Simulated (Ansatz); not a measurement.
The parent structure is CsPbBr$_{3}$ in the cubic perovskite structure (space group Pm-3m, No. 221; a = 6.003 Å).

Now apply this change: hydrostatic tension (pressure −2 GPa).

Method: PBE/PAW in Ansatz (a first-principles code), no SOC.

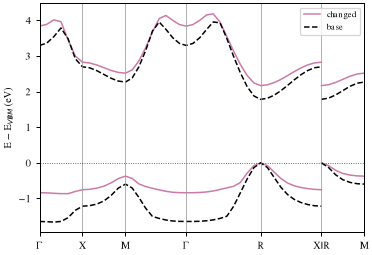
Fig. 1. Highest valence and lowest conduction band along the path, each from its own valence-band maximum

Task: Read the changed gap and its character from the plot.

Result: About 2.2 eV, direct at R.

Spin-orbit coupling, missing from the scalar runs, can matter with Pb. Load acts through the strain it causes; cell and atoms are relaxed under it. Whether these cells are dynamically stable was not tested. Many cubic perovskites are stable only at high temperature; tilts and polar distortions were not tested. This is not the structure that CsPbBr3 has at room temperature and ambient pressure.
